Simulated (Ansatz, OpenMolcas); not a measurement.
## AlH3O (AlH2(OH)): the vertical energy of the triplet above the singlet, rung by rung

The species is AlH3O (5 atoms), meant as a singlet with charge 0. As SMILES, `[H][Al]([H])[OH]`. Geometry: a GFN2-xTB relaxation, a rough one for these elements and not checked as a minimum.

Quantity: the vertical energy of the triplet above the singlet, in eV. The values are calculated.

| level | kind | program | value (eV) | less FCI/STO-3G |
| --- | --- | --- | --- | --- |
| HF/STO-3G, open shells restricted | Hartree–Fock | OpenMolcas | 7.30 | -0.15 |
| BHLYP/STO-3G | global hybrid | Ansatz | 7.54 | +0.09 |
| M06-2X/STO-3G | hybrid meta-GGA | OpenMolcas | 7.50 | +0.05 |
| r2SCAN0/STO-3G | hybrid meta-GGA | Ansatz | 7.26 | -0.19 |
| CAM-B3LYP/STO-3G | range-separated hybrid | Ansatz | 7.39 | -0.06 |
| wB97M-V/STO-3G | range-separated hybrid | Ansatz | 7.65 | +0.20 |
| wB97X/STO-3G | range-separated hybrid | Ansatz | 7.54 | +0.09 |
| CCSD(T)/STO-3G | coupled cluster or CI | Ansatz | 7.47 | +0.02 |
| FCI/STO-3G, open shells restricted | exact in the basis | OpenMolcas | 7.45 | 0.00 |

FCI/STO-3G, open shells restricted is exact within its basis and frozen core, so for wave-function methods in that basis the difference is their error; functionals converge differently with the basis, so for them it is only a difference. The values span 7.26 to 7.65 eV. A triplet this far above the singlet is often a Rydberg-like or dissociative state; sets without diffuse functions put Rydberg states too high. All rows use very small basis sets, so even the best lies far from the true value.

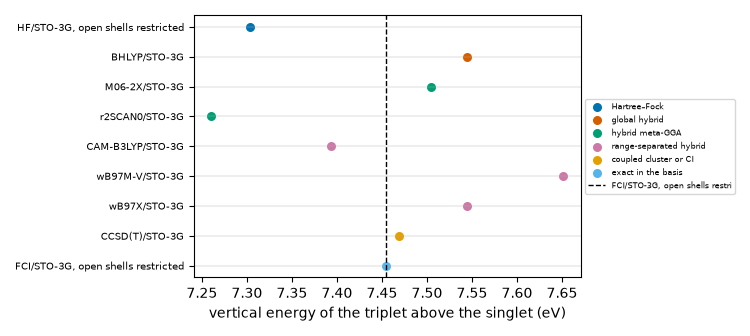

The values of the table, level by level.
